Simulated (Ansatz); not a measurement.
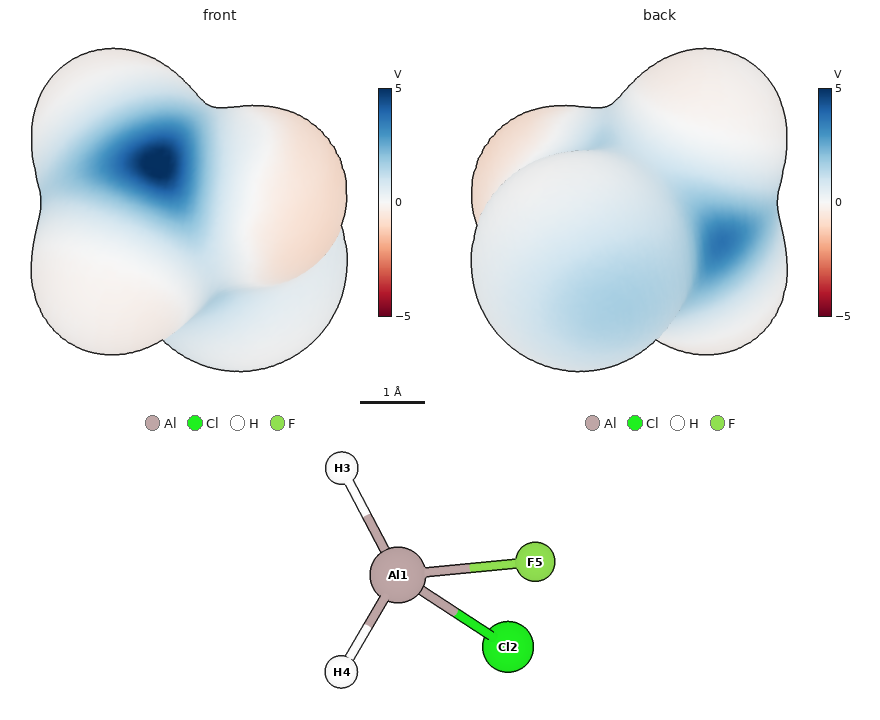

AlClFH2 (doublet). The molecular electrostatic potential painted on the density surface at 0.004 e/bohr³, seen from the front and from behind; the colour scale runs from red (negative) to blue (positive). The bare structure is drawn below in the same view.

Method: UKS PBE0-D4/6-31G* (Ansatz).

```xyz
5

Al   -0.0831    0.2231    0.6876
Cl    0.4245   -1.5413    2.2001
H     1.2064    0.5389   -0.1740
H    -1.5573    0.0225    0.1470
F     0.0094    0.7569    2.3393
```

Which sites attract a positive test charge, and which a negative one?

Answer. A positive charge is drawn to the negative regions and a negative charge to the positive ones. The most negative region (about −0.8 V) lies over F5, the most positive (about +4.8 V) over Al1. Cl2 shows a σ-hole: about +1.0 V at the tip opposite its bond, against about +0.5 V on its flanks.
